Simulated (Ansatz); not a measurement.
Consider CH$_{5}$SSi (charge +1).

```xyz
8

C    -0.8638    0.7766   -1.7885
S    -1.2855   -0.1410   -0.6921
Si    0.6819   -0.8771    1.1916
H    -0.2885    1.4278   -2.4274
H     0.7042   -0.2236    2.9292
H     0.0300    0.0413    2.5782
H     0.8688   -2.1661    1.9150
H     2.0074   -0.1977    1.1489
```

Geometry: PBE0-D4/def2-TZVP; at this geometry the atoms fall into three loosely joined parts.

Method: RKS PBE0-D4/def2-TZVPP in Ansatz 0.2.0.

> What can the converged electron density and electron localisation function tell about the bonding?

C–S (1.49 Å): ρ is about 2.1 e/Å³ halfway; the ELF peaks at about 0.85 between the atoms; a covalent bond.
C–H (1.08 Å): ρ at the midpoint is about 2.2 e/Å³; the ELF climbs to about 1 towards the hydrogen, as it does in any bond to H (a covalent bond by its length).
Si–H (1.49 Å): ρ is about 0.83 e/Å³ halfway; the ELF climbs to about 1 towards the hydrogen.

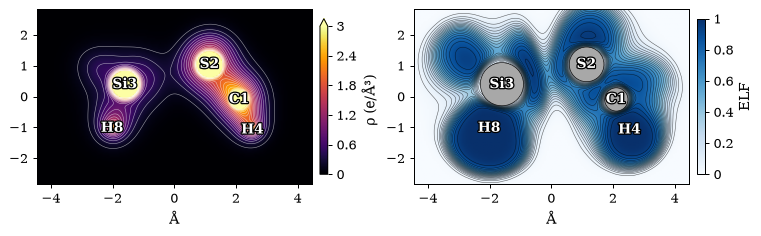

Computed electron density and electron localisation function on the plane of atoms S2, C1 and H4, in this order. Grey discs cover the atomic cores in the ELF map. 
